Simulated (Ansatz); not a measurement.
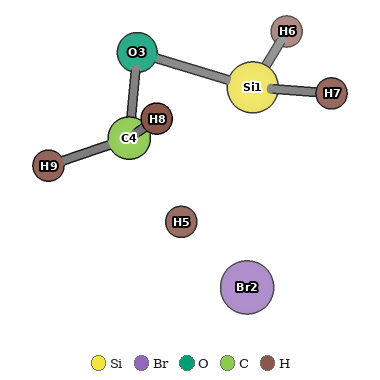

The system is the reacting system CH5BrOSi (fragments CH₅BrOSi where the first distance is long, CH₄OSi + BrH where the second is long); the picture shows the reference structure. 
- First axis: distance Si1–C4 (bond that forms). Second axis: distance Si1–Br2 (bond that breaks).
- Relaxed at each point: all other coordinates.
- The grid has 8 × 8 points.
- Points are written as (first, second).
- Energies: eV, counted from the lowest grid point.
- Energies and slopes of some neighbouring points disagree (a jump in structure or state, or too coarse a mesh). The reference is spin-restricted, so regions where a bond is pulled apart into radicals lie too high.
- All numbers below come from RKS PBE0-D4/def2-SVP (Ansatz).

Its coordinates:

```csv
atom,x (Å),y (Å),z (Å)
Si,-0.3130,0.9914,0.3903
Br,-0.0880,1.0318,-2.2941
O,-0.8575,-0.4657,0.8519
C,0.1724,-1.1309,0.1328
H,0.4505,-0.4047,-1.0111
H,-1.3008,2.0648,0.6642
H,1.0785,1.3063,0.7825
H,1.0645,-1.3124,0.7539
H,-0.2069,-2.0807,-0.2705
```

Range: distance Si1–C4 (bond that forms) from 1.683 to 2.883 Å; distance Si1–Br2 (bond that breaks) from 2.079 to 3.879 Å.

> Predict the map.

The lowest grid point is at (2.673 Å, 2.237 Å). Other grid points that lie below all their neighbours: (1.788 Å, 3.564 Å) (2.99 eV higher). The highest grid point, (1.683 Å, 2.079 Å), lies 4.23 eV above the lowest.

```csv
"second ↓, first →",1.683,1.788,1.934,2.099,2.279,2.471,2.673,2.883
3.879,3.27,3.01,3.07,3.51,3.93,3.57,3.39,3.42
3.564,3.25,2.99,3.08,3.82,3.39,3.04,2.87,2.92
3.261,3.27,3.01,3.12,3.24,2.77,2.41,2.26,2.30
2.973,3.35,3.10,3.20,2.59,2.08,1.72,1.56,1.62
2.703,3.55,3.49,2.63,1.92,1.37,1.02,0.86,0.91
2.455,4.12,3.13,2.14,1.36,0.78,0.42,0.26,0.32
2.237,4.10,3.03,1.96,1.13,0.53,0.15,0.00,0.06
2.079,4.23,3.34,2.23,1.37,0.75,0.36,0.21,0.27
```

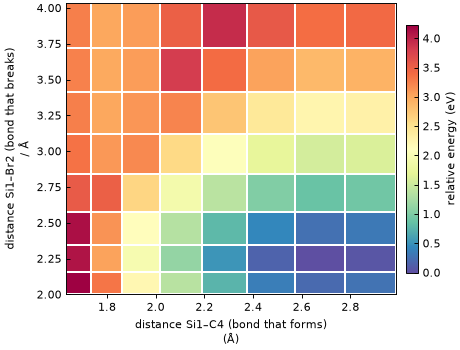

In the figure: one coloured cell a grid point.

Time for the 64 points that were run: 40 min on 1 thread of Arm Neoverse V1, on a shared host.
